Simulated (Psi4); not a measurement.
Geometry relaxation of C$_{2}$Si (part 2 of 3)

The same run, continued: C$_{2}$Si (Silicon dicarbide); r2SCAN-3c/def2-mTZVPP, RKS (Psi4 1.11). The geometry comes from this level: GFN2-xTB.

Geometry of the input (Å):
```
C  -1.1118  0.7375  -0.5228
C  -0.1352  0.0892  -0.0636
Si 1.2470  -0.8267  0.5864
```

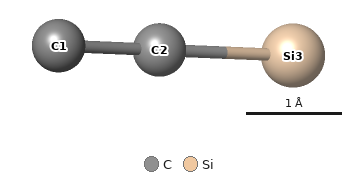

The geometry at step 1 of the log (ball-and-stick view, seen at a tilt; atoms are numbered from 1 in the order of the input).

Log, continued
```
    Blocking Scheme        =         OCTREE
    BS radius alpha        =              1
    Pruning alpha          =              1
    Radial Points          =             75
    Spherical Points       =            302
    Total Points           =          64728
    Total Blocks           =            558
    Max Points             =            253
    Max Functions          =             63
    Weights Tolerance      =       1.00E-15

   => Loading Basis Set <=

    Name: DEF2-MTZVPP
    Role: ORBITAL
    Keyword: BASIS

  Reading orbitals from file scr/input.mol.20047.180.npy, no projection.

   => Auxiliary Basis Set <=

  Basis Set: (DEF2-MTZVPP AUX)
    Blend: DEF2-UNIVERSAL-JKFIT
    Number of shells: 88
    Number of basis functions: 278
    Number of Cartesian functions: 333
    Spherical Harmonics?: true
    Max angular momentum: 4

  Cached 100.0% of DFT collocation blocks in 0.266 [GiB].

  Minimum eigenvalue in the overlap matrix is 3.6898979853E-04.
  Reciprocal condition number of the overlap matrix is 6.6331280191E-05.
    Using symmetric orthogonalization.

  ==> Pre-Iterations <==

  SCF Guess: Orbitals guess was supplied from a previous computation.

   -------------------------------------------------------
    Irrep   Nso     Nmo     Nalpha   Nbeta   Ndocc  Nsocc
   -------------------------------------------------------
     A         65      65      13      13      13       0
   -------------------------------------------------------
    Total      65      65      13      13      13       0
   -------------------------------------------------------

  ==> Iterations <==

                           Total Energy        Delta E     RMS |[F,P]|

   @DF-RKS iter   0:  -362.42290335843830   -3.62423e+02   4.15363e-02
   @DF-RKS iter   1:  -363.18016316964480   -7.57260e-01   3.14111e-02 ADIIS/DIIS
   @DF-RKS iter   2:  -358.37995370910306    4.80021e+00   3.33810e-02 ADIIS/DIIS
   @DF-RKS iter   3:  -362.84142070263471   -4.46147e+00   2.55255e-02 ADIIS/DIIS
   @DF-RKS iter   4:  -363.40088897818185   -5.59468e-01   1.98399e-02 ADIIS/DIIS
   @DF-RKS iter   5:  -365.11723905558944   -1.71635e+00   1.03799e-02 ADIIS/DIIS
   @DF-RKS iter   6:  -365.42510754138959   -3.07868e-01   3.22843e-03 ADIIS/DIIS
   @DF-RKS iter   7:  -365.45968865149257   -3.45811e-02   1.63096e-03 ADIIS/DIIS
   @DF-RKS iter   8:  -365.46869260709190   -9.00396e-03   2.88922e-04 ADIIS/DIIS
   @DF-RKS iter   9:  -365.46895736628403   -2.64759e-04   4.69489e-05 DIIS
   @DF-RKS iter  10:  -365.46896456382302   -7.19754e-06   1.52298e-05 DIIS
   @DF-RKS iter  11:  -365.46896526941384   -7.05591e-07   2.41571e-06 DIIS
   @DF-RKS iter  12:  -365.46896528229115   -1.28773e-08   1.46640e-06 DIIS
   @DF-RKS iter  13:  -365.46896528924816   -6.95701e-09   3.55358e-07 DIIS
   @DF-RKS iter  14:  -365.46896528965169   -4.03531e-10   4.35832e-08 DIIS
   @DF-RKS iter  15:  -365.46896528965783   -6.13909e-12   3.80669e-09 DIIS
  Energy and wave function converged.

  ==> Post-Iterations <==

   Electrons on quadrature grid:
      Ntotal   =   25.9999998473 ; deviation = -1.527e-07

    Final Occupation by Irrep:
              A
    DOCC [    13 ]
    NA   [    13 ]
    NB   [    13 ]

  @DF-RKS Final Energy:  -365.46896528965783

   => Energetics <=

    Nuclear Repulsion Energy =             55.9280619975390962
    One-Electron Energy =                -613.4073198829929652
    Two-Electron Energy =                 223.4844225384414926
    DFT Exchange-Correlation Energy =     -31.4736937731269180
    Empirical Dispersion Energy =          -0.0004361695185085
    VV10 Nonlocal Energy =                  0.0000000000000000
    Total Energy =                       -365.4689652896578309

Computation Completed

Properties will be evaluated at   0.000000,   0.000000,   0.000000 [a0]

Properties computed using the SCF density matrix

 Multipole Moments:

 ------------------------------------------------------------------------------------
     Multipole            Electronic (a.u.)      Nuclear  (a.u.)        Total (a.u.)
 ------------------------------------------------------------------------------------

 L = 1.  Multiply by 2.5417464519 to convert [e a0] to [Debye]
 Dipole X            :         -0.8711375           -0.0121674           -0.8833049
 Dipole Y            :         -1.4436957           -0.0201707           -1.4638664
 Dipole Z            :          0.0000000            0.0000000            0.0000000
 Magnitude           :                                                    1.7097170

 ------------------------------------------------------------------------------------

	total time  =          6 seconds =       0.10 minutes

         ------------------------------------------------------------
                                   SCF GRAD
         ------------------------------------------------------------

  ==> Geometry <==

    Molecular point group: c1
    Full point group: Cs

    Geometry (in Angstrom), charge = 0, multiplicity = 1:

       Center              X                  Y                   Z               Mass
    ------------   -----------------  -----------------  -----------------  -----------------
         C            0.982184262296     1.627552960628    -0.000000000000    12.000000000000
         C            0.318986272095     0.529483145858    -0.000000000000    12.000000000000
         SI          -0.558104421990    -0.925206464183     0.000000000000    27.976926534650

  Nuclear repulsion =   55.928061997539096

   => Molecular Quadrature <=

    Radial Scheme          =       TREUTLER
    Pruning Scheme         =           NONE
    Nuclear Scheme         =       TREUTLER

    Blocking Scheme        =         OCTREE
    BS radius alpha        =              1
    Pruning alpha          =              1
    Radial Points          =             75
    Spherical Points       =            302
    Total Points           =          64728
    Total Blocks           =            558
    Max Points             =            253
    Max Functions          =             63
    Weights Tolerance      =       1.00E-15

  -Total Gradient:
     Atom            X                  Y                   Z
    ------   -----------------  -----------------  -----------------
       1       -0.000562708556    -0.000929140738    -0.000000000000
       2       -0.000222231560    -0.000372091870     0.000000000000
       3        0.000513911492     0.000853952780     0.000000000000

	total time  =          1 seconds =       0.02 minutes

    			-----------------------------------------

    			 OPTKING 3.0: for geometry optimizations

    			        with contributions from

    			-----------------------------------------

	                            ===> Fragment 1 <==

	 Z (Atomic Numbers)          Masses                          Geom
	       6.000000            12.000000          1.85605926  3.07562935 -0.00000000
	       6.000000            12.000000          0.60279669  1.00057813 -0.00000000
	      14.000000            27.976927         -1.05466451 -1.74838683  0.00000000

	 - Coordinate -           - BOHR/RAD -       - ANG/DEG -
	 R(1,2)           =         2.424150           1.282805
	 R(2,3)           =         3.209982           1.698649
	 L(1,2,3)         =         3.140840         179.956867
	 l(1,2,3)         =         3.141593         180.000000

	        --- Internal Coordinate Step in ANG or DEG, aJ/ANG or AJ/DEG ---
	-------------------------------------------------------------------------------
	           Coordinate      Previous         Force          Change          New
	           ----------      --------        ------          ------        ------
	               R(1,2)       1.28281        0.00751        0.00061       1.28342
	               R(2,3)       1.69865        0.00965        0.00212       1.70076
	             L(1,2,3)     179.95687       -0.00000       -0.00048     179.95639
	             l(1,2,3)     180.00000       -0.00000       -0.00000     180.00000
	-------------------------------------------------------------------------------

	                                 ==> Convergence Check <==

	Measures of convergence in internal coordinates in au.

	Criteria marked as inactive (o), active & met (*), and active & unmet ( ).

	----------------------------------------------------------------------------------------------
	   Step    Total Energy     Delta E     Max Force     RMS Force      Max Disp      RMS Disp
	----------------------------------------------------------------------------------------------
	  Convergence Criteria     1.00e-06 *    3.00e-04 *             o    1.20e-03 *             o
	----------------------------------------------------------------------------------------------
	     2    -365.46896529   -4.47e-03      1.17e-03      7.42e-04 o    4.00e-03      2.08e-03 o  ~
	----------------------------------------------------------------------------------------------

Next Geometry in Ang
	Fragment 1 (Ang)

	    C   0.9827609255   1.6285040777  -0.0000000000
	    C   0.3192416137   0.5299147207  -0.0000000000
	   Si  -0.5589364267  -0.9265891560   0.0000000000

    Structure for next step:
    Molecular point group: c1
    Full point group: Cs

    Geometry (in Angstrom), charge = 0, multiplicity = 1:

    C            0.983016671216     1.628929096364    -0.000000000000
    C            0.319497359417     0.530339739356    -0.000000000000
    SI          -0.558680680961    -0.926164137314     0.000000000000

gradient() will perform analytic gradient computation.

  ==> Geometry <==

    Molecular point group: c1
    Full point group: Cs

    Geometry (in Angstrom), charge = 0, multiplicity = 1:

       Center              X                  Y                   Z               Mass
    ------------   -----------------  -----------------  -----------------  -----------------
         C            0.983016671216     1.628929096364    -0.000000000000    12.000000000000
         C            0.319497359417     0.530339739356    -0.000000000000    12.000000000000
         SI          -0.558680680961    -0.926164137314     0.000000000000    27.976926534650

  Running in c1 symmetry.

  Rotational constants: A = 6364003.58371  B =      0.20872  C =      0.20872 [cm^-1]
  Rotational constants: A = 190788027708.15900  B =   6257.23342  C =   6257.23322 [MHz]
  Nuclear repulsion =   55.874830483349200

  Charge       = 0
  Multiplicity = 1
  Electrons    = 26
  Nalpha       = 13
  Nbeta        = 13

   => Molecular Quadrature <=

    Radial Scheme          =       TREUTLER
    Pruning Scheme         =           NONE
    Nuclear Scheme         =       TREUTLER

    Blocking Scheme        =         OCTREE
    BS radius alpha        =              1
    Pruning alpha          =              1
    Radial Points          =             75
    Spherical Points       =            302
    Total Points           =          64728
    Total Blocks           =            558
    Max Points             =            256
    Max Functions          =             63
    Weights Tolerance      =       1.00E-15

   => Auxiliary Basis Set <=

  Basis Set: (DEF2-MTZVPP AUX)
    Blend: DEF2-UNIVERSAL-JKFIT
    Number of shells: 88
    Number of basis functions: 278
    Number of Cartesian functions: 333
    Spherical Harmonics?: true
    Max angular momentum: 4

  Cached 100.0% of DFT collocation blocks in 0.266 [GiB].

  Minimum eigenvalue in the overlap matrix is 3.7027219143E-04.
  Reciprocal condition number of the overlap matrix is 6.6596373879E-05.
    Using symmetric orthogonalization.

  ==> Iterations <==

                           Total Energy        Delta E     RMS |[F,P]|

   @DF-RKS iter   0:  -365.46834059554675   -3.65468e+02   7.70559e-05
   @DF-RKS iter   1:  -365.46896546410284   -6.24869e-04   1.64766e-05 DIIS
   @DF-RKS iter   2:  -365.46896219228722    3.27182e-06   3.89400e-05 DIIS
   @DF-RKS iter   3:  -365.46896616953268   -3.97725e-06   7.54205e-06 DIIS
   @DF-RKS iter   4:  -365.46896625978638   -9.02537e-08   5.13115e-06 DIIS
   @DF-RKS iter   5:  -365.46896634457460   -8.47882e-08   2.52909e-07 DIIS
   @DF-RKS iter   6:  -365.46896634471267   -1.38073e-10   5.59418e-08 DIIS
   @DF-RKS iter   7:  -365.46896634472336   -1.06866e-11   5.23362e-09 DIIS
  Energy and wave function converged.

  ==> Post-Iterations <==

   Electrons on quadrature grid:
      Ntotal   =   25.9999998424 ; deviation = -1.576e-07

    Orbital Energies [Eh]
    ---------------------

    Doubly Occupied:

       1A    -65.924706     2A    -10.078566     3A    -10.027160
       4A     -5.279805     5A     -3.624862     6A     -3.624862
       7A     -3.615863     8A     -0.720365     9A     -0.541657
      10A     -0.321844    11A     -0.289360    12A     -0.289360
      13A     -0.247733

    Virtual:

      14A     -0.158495    15A     -0.158495    16A      0.009538
      17A      0.009538    18A      0.037228    19A      0.131269
      20A      0.200717    21A      0.200717    22A      0.201832
      23A      0.221267    24A      0.221267    25A      0.261121
      26A      0.261121    27A      0.267470    28A      0.304590
      29A      0.366047    30A      0.366047    31A      0.424127
      32A      0.424867    33A      0.424867    34A      0.531596
      35A      0.655822    36A      0.819209    37A      1.208710
      38A      1.208731    39A      1.239861    40A      1.259459
      41A      1.259459    42A      1.287268    43A      1.287268
      44A      1.345992    45A      1.423538    46A      1.465984
      47A      1.489508    48A      1.489508    49A      1.552676
      50A      1.552676    51A      1.565862    52A      1.565863
      53A      1.595033    54A      1.612639    55A      1.612639
      56A      1.912345    57A      1.912346    58A      2.131535
      59A      2.561954    60A      2.561955    61A      2.656069
      62A      3.336662    63A      9.879436    64A     21.298174
      65A     21.985515

    Final Occupation by Irrep:
              A
    DOCC [    13 ]
    NA   [    13 ]
    NB   [    13 ]

  @DF-RKS Final Energy:  -365.46896634472336

   => Energetics <=

    Nuclear Repulsion Energy =             55.8748304833492000
    One-Electron Energy =                -613.3000320730502608
    Two-Electron Energy =                 223.4288958717000924
    DFT Exchange-Correlation Energy =     -31.4722244909470881
    Empirical Dispersion Energy =          -0.0004361357752902
    VV10 Nonlocal Energy =                  0.0000000000000000
    Total Energy =                       -365.4689663447233556

Computation Completed

Properties will be evaluated at   0.000000,   0.000000,   0.000000 [a0]

Properties computed using the SCF density matrix

 Multipole Moments:

 ------------------------------------------------------------------------------------
     Multipole            Electronic (a.u.)      Nuclear  (a.u.)        Total (a.u.)
 ------------------------------------------------------------------------------------

 L = 1.  Multiply by 2.5417464519 to convert [e a0] to [Debye]
 Dipole X            :         -0.8729630           -0.0121799           -0.8851430
 Dipole Y            :         -1.4467233           -0.0201915           -1.4669148
 Dipole Z            :          0.0000000            0.0000000            0.0000000
 Magnitude           :                                                    1.7132767

 ------------------------------------------------------------------------------------

	total time  =          3 seconds =       0.05 minutes

         ------------------------------------------------------------
                                   SCF GRAD
         ------------------------------------------------------------

  ==> Geometry <==

    Molecular point group: c1
    Full point group: Cs

    Geometry (in Angstrom), charge = 0, multiplicity = 1:

       Center              X                  Y                   Z               Mass
    ------------   -----------------  -----------------  -----------------  -----------------
         C            0.983016671216     1.628929096364    -0.000000000000    12.000000000000
         C            0.319497359417     0.530339739356    -0.000000000000    12.000000000000
         SI          -0.558680680961    -0.926164137314     0.000000000000    27.976926534650

  Nuclear repulsion =   55.874830483349200

   => Molecular Quadrature <=

    Radial Scheme          =       TREUTLER
    Pruning Scheme         =           NONE
    Nuclear Scheme         =       TREUTLER

    Blocking Scheme        =         OCTREE
    BS radius alpha        =              1
    Pruning alpha          =              1
    Radial Points          =             75
    Spherical Points       =            302
    Total Points           =          64728
    Total Blocks           =            558
    Max Points             =            256
    Max Functions          =             63
    Weights Tolerance      =       1.00E-15

  -Total Gradient:
     Atom            X                  Y                   Z
    ------   -----------------  -----------------  -----------------
       1       -0.000148216734    -0.000242836405    -0.000000000000
       2        0.000085207983     0.000138951418     0.000000000000
       3       -0.000215665313    -0.000356072484     0.000000000000

	total time  =          1 seconds =       0.02 minutes

    			-----------------------------------------

    			 OPTKING 3.0: for geometry optimizations

    			        with contributions from

    			-----------------------------------------

	                            ===> Fragment 1 <==

	 Z (Atomic Numbers)          Masses                          Geom
	       6.000000            12.000000          1.85763229  3.07822987 -0.00000000
	       6.000000            12.000000          0.60376251  1.00219686 -0.00000000
	      14.000000            27.976927         -1.05575348 -1.75019657  0.00000000

	 - Coordinate -           - BOHR/RAD -       - ANG/DEG -
	 R(1,2)           =         2.425305           1.283416
	 R(2,3)           =         3.213979           1.700765
	 L(1,2,3)         =         3.140832         179.956390
	 l(1,2,3)         =         3.141593         180.000000

	        --- Internal Coordinate Step in ANG or DEG, aJ/ANG or AJ/DEG ---
	-------------------------------------------------------------------------------
	           Coordinate      Previous         Force          Change          New
	           ----------      --------        ------          ------        ------
	               R(1,2)       1.28342        0.00087        0.00007       1.28349
	               R(2,3)       1.70076       -0.00195       -0.00043       1.70033
	             L(1,2,3)     179.95639       -0.00000       -0.00048     179.95591
	             l(1,2,3)     180.00000       -0.00000       -0.00000     180.00000
	-------------------------------------------------------------------------------

	                                 ==> Convergence Check <==

	Measures of convergence in internal coordinates in au.

	Criteria marked as inactive (o), active & met (*), and active & unmet ( ).

	----------------------------------------------------------------------------------------------
	   Step    Total Energy     Delta E     Max Force     RMS Force      Max Disp      RMS Disp
	----------------------------------------------------------------------------------------------
	  Convergence Criteria     1.00e-06 *    3.00e-04 *             o    1.20e-03 *             o
	----------------------------------------------------------------------------------------------
	     3    -365.46896634   -1.06e-06      2.37e-04 *    1.30e-04 o    8.16e-04 *    4.13e-04 o  ~
	----------------------------------------------------------------------------------------------

Next Geometry in Ang
	Fragment 1 (Ang)

	    C   0.9829682232   1.6288442906  -0.0000000000
	    C   0.3194075893   0.5301987715  -0.0000000000
	   Si  -0.5585424628  -0.9259383638   0.0000000000

    Final optimized geometry and variables:
    Molecular point group: c1
    Full point group: Cs

    Geometry (in Angstrom), charge = 0, multiplicity = 1:

    C            0.983016671216     1.628929096364    -0.000000000000
    C            0.319497359417     0.530339739356    -0.000000000000
    SI          -0.558680680961    -0.926164137314     0.000000000000

    Psi4 run time: 0:00:22.05

[set-up sections that repeat, and orbital energies of the middle runs, are left out above]
```

Standard output
```
Optimizer: Optimization complete!
```

Trajectory as extended XYZ (Å, eV, eV/Å), 3 frames, from step=0 to step=2
```
3
Properties=species:S:1:pos:R:3:forces:R:3 step=0 energy=-9944.79565
C    -1.1118    0.7375   -0.5228   -1.4628   0.9710  -0.6877
C    -0.1352    0.0892   -0.0636    3.2154  -2.1325   1.5119
Si    1.2470   -0.8267    0.5864   -1.7803   1.1798  -0.8372
3
Properties=species:S:1:pos:R:3:forces:R:3 step=1 energy=-9944.91718
C     1.1798    1.3670    0.7729    0.0235   0.0476   0.0175
C     0.6420    0.2733    0.3728    0.0093   0.0191   0.0069
Si   -0.0693   -1.1757   -0.1565   -0.0214  -0.0437  -0.0159
3
Properties=species:S:1:pos:R:3:forces:R:3 step=2 energy=-9944.91720
C     1.1805    1.3683    0.7734    0.0062   0.0124   0.0046
C     0.6424    0.2741    0.3731   -0.0036  -0.0071  -0.0026
Si   -0.0698   -1.1766   -0.1569    0.0090   0.0182   0.0067
```
